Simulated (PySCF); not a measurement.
```tsv
atom	x (Å)	y (Å)	z (Å)
K	0.0000	0.0000	-2.3579
Zn	0.0000	0.0000	1.4371
```

All numbers below come from PySCF 2.14.0, PBE0/def2-SVP, non-relativistic Hamiltonian with scalar-relativistic core potentials where named, at a bond length of 3.795 Å.

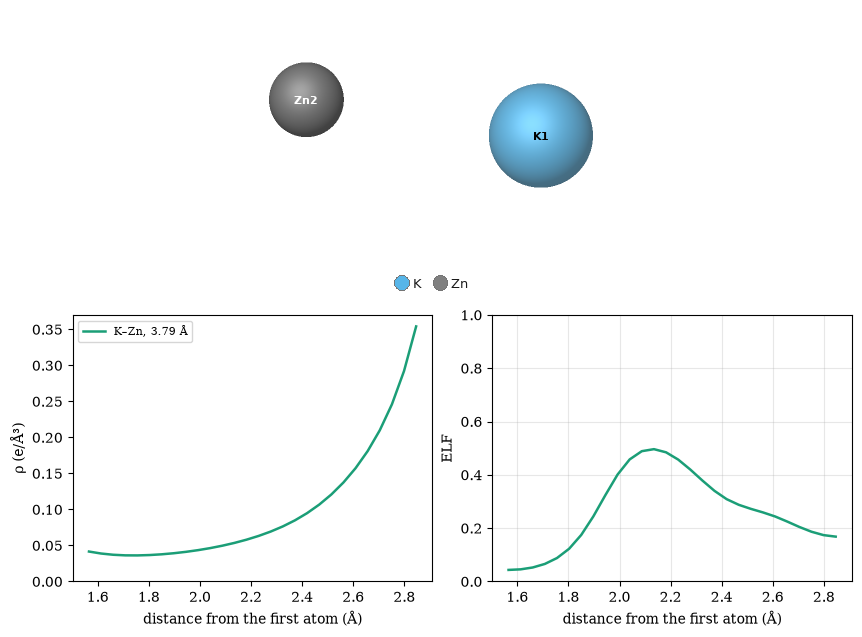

KZn (doublet). Total electron density and ELF along straight lines between neighbouring atoms. The curves leave out the atomic cores. The structure is drawn too.

What can be read from the curves?

Answer. K–Zn (3.79 Å): ρ is about 0.04 e/Å³ halfway; the ELF is about 0.25 at the midpoint.
